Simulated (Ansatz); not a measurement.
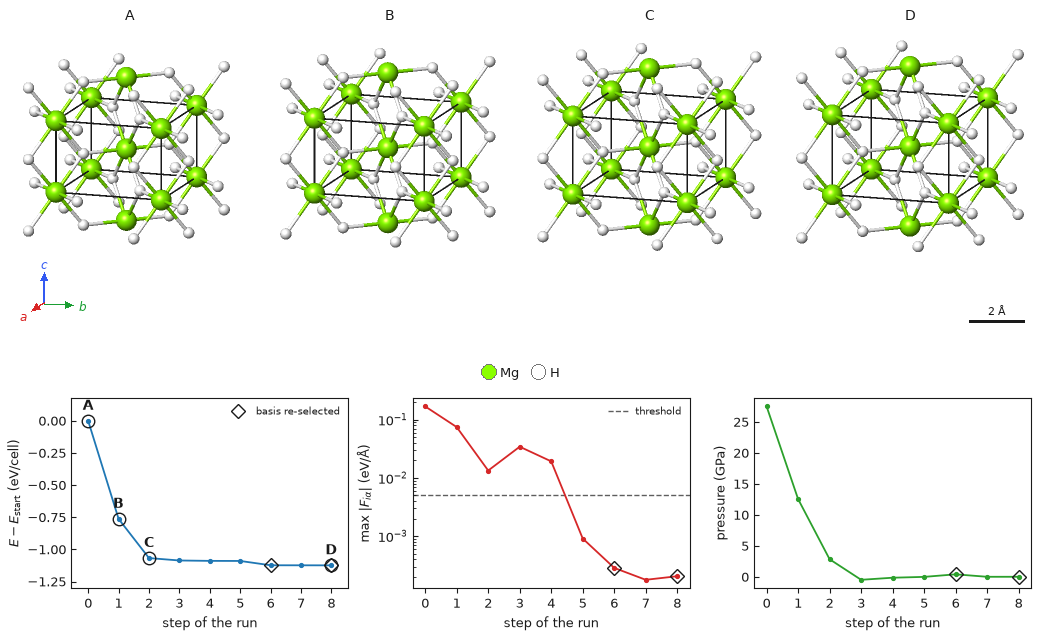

Frames of a relaxation of a crystal of MgH2 (built on the rutile type), marked on the history of the run. A ball-and-stick model of the cell of the calculation, seen slightly off an axis.

Theory: Ansatz 0.2.0, DFT, PBE, plane waves, PAW.

Input
```yaml
crystal:
  lattice:
    - [4.08843469, 0.0, 0.0]
    - [0.0, 4.08843469, 0.0]
    - [0.0, 0.0, 2.6983668954]
  atoms:
    - { symbol: Mg, position: [0.0, 0.0, 0.0] }
    - { symbol: Mg, position: [0.5, 0.5, 0.5] }
    - { symbol: H, position: [0.305, 0.305, 0.0] }
    - { symbol: H, position: [0.195, 0.805, 0.5] }
    - { symbol: H, position: [0.805, 0.195, 0.5] }
    - { symbol: H, position: [0.695, 0.695, 0.0] }
kpoints:
  mp_grid: { grid: [6, 6, 8] }
hamiltonian:
  xc: pbe
scf:
  occupations: { method: fermi_dirac, width: 0.02 }
relax:
  f_tol: 0.005
  cell: {}
```

Command:
```bash
ansatz run input.yaml --threads 2 --pin off --max-ram 20275MiB --backend cpu --events-out ev --progress --plain --runs-dir out
```

### What happens along the run?

The atoms keep their places relative to the cell (all moves are under 0.005 Å). Cell: a = b 4.088 → 4.516 Å (+10.5 %), c 2.698 → 3.013 Å (+11.6 %). Volume +36.2 %. Some distances before and after: Mg1–Mg1 2.698 → 3.013 Å, Mg1–H4 1.758 → 1.957 Å, Mg1–H3 1.763 → 1.944 Å. The space group stays P4_2/mnm (No. 136). After 6 accepted moves (8 points after the start) the energy has fallen by 1.124 eV per cell of the calculation. Largest force component: 0.17 eV/Å at the start, 0.0002 eV/Å at the end. The pressure goes from 27.51 to 0.03 GPa. The SCF was repeated twice at an unchanged geometry on a basis and grid sized afresh for the cell, which shifted the energy by 33.5 meV per cell of the calculation at most. From step 0 to 1: volume +13.9 %, energy −0.762 eV per cell of the calculation. From step 1 to 2: volume +13.3 %, energy −0.305 eV per cell of the calculation. From step 2 to 8: volume +5.6 %, energy −56.6 meV per cell of the calculation.

| step | E − E(0), meV/atom | largest force component, eV/Å | pressure, GPa | volume, Å³/atom | note |
| --- | --- | --- | --- | --- | --- |
| 0 | 0.00 | 0.1697 | 27.51 | 7.517 |  |
| 1 | -127.05 | 0.0749 | 12.56 | 8.559 |  |
| 2 | -177.82 | 0.0134 | 2.85 | 9.695 |  |
| 3 | -180.95 | 0.0345 | -0.46 | 10.224 |  |
| 4 | -181.47 | 0.0193 | -0.13 | 10.190 |  |
| 5 | -181.56 | 0.0009 | 0.01 | 10.160 |  |
| 6 | -187.15 | 0.0003 | 0.42 | 10.160 | same geometry, new basis |
| 7 | -187.19 | 0.0002 | 0.02 | 10.241 |  |
| 8 | -187.26 | 0.0002 | 0.03 | 10.241 | same geometry, new basis |
